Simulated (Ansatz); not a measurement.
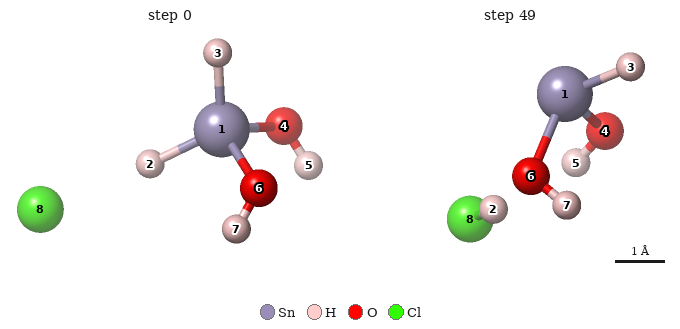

The structure of SnH$_{4}$O$_{2}$Cl (multiplicity 2) before (left) and after (right) a relaxation, at one scale.

Style: ball-and-stick. Shown from a free direction.

The run prepares an end point of a later path (reaction) calculation, from a guessed geometry.

The calculation used UKS B3LYP-D4/def2-SVP (Ansatz 0.2.0).

The input:
```yaml
crystal:
  periodic: [false, false, false]
  atoms:
    - { symbol: Sn, position_ang: [0.056887, -0.004144, -0.028395] }
    - { symbol: H, position_ang: [-0.038134, 0.027969, 1.707159] }
    - { symbol: H, position_ang: [1.614407, 0.033837, -0.727213] }
    - { symbol: O, position_ang: [-0.919799, 1.570256, -0.752568] }
    - { symbol: H, position_ang: [-1.863391, 1.390067, -0.875999] }
    - { symbol: O, position_ang: [-0.909967, -1.632291, -0.647784] }
    - { symbol: H, position_ang: [-1.402444, -2.053468, 0.070766] }
    - { symbol: Cl, position_ang: [-0.001961, -0.028626, 4.263833] }
magnetization:
  spin_polarized: true
  initial_magnetization: 1
basis:
  gaussian: { orbitals: def2-SVP }
hamiltonian:
  xc: b3lyp
  dispersion: d4
relax:
  f_tol: 0.03
  max_steps: 50
```

Launched with:
```bash
ansatz run input.yaml --threads 4 --pin off --max-ram 5120MiB --backend cpu --events-out ev --progress --plain --runs-dir out
```

### Summarise the run.

The relaxation stopped without meeting its thresholds, so the last structure isn't shown to be converged. It used up its limit of 50 steps. Over 44 accepted moves (49 points after the start) the energy falls by 166.2 kJ/mol. Largest force component: 0.35 eV/Å at the start, 0.38 eV/Å at the end. The line search rejected the trial steps at points 9, 13, 25, 29, 40 of the run. The atom that moves furthest after the best rigid fit is Cl8 (1.89 Å). Largest moves by element: Cl 1.89 Å, H 1.61 Å, O 1.46 Å, Sn 0.75 Å. Some distances before and after: H2–Cl8 2.558 → 1.352 Å, Sn1–H2 1.738 → 2.832 Å, Sn1–O6 1.992 → 2.071 Å, Sn1–H3 1.708 → 1.762 Å. New bonds form, among them: H2–Cl8 (2.56 → 1.35 Å). Bonds break, among them: Sn1–H2 (1.74 → 2.83 Å). Among the angles between lasting bonds that change: O4–Sn1–O6 107.2° → 101.5°, H3–Sn1–O6 109.5° → 106.0°, Sn1–O4–H5 112.2° → 109.7°. Groups turn about Sn1–O6 by about 170°. The run took 3.3 min on 4 threads of AMD EPYC 7R43 64-Core Processor (Zen 3) (shared host), peak memory 0.33 GiB.

Limits of the set-up: the start holds two separate molecules, 2.6 Å apart at their closest, whose relative position is a soft coordinate.
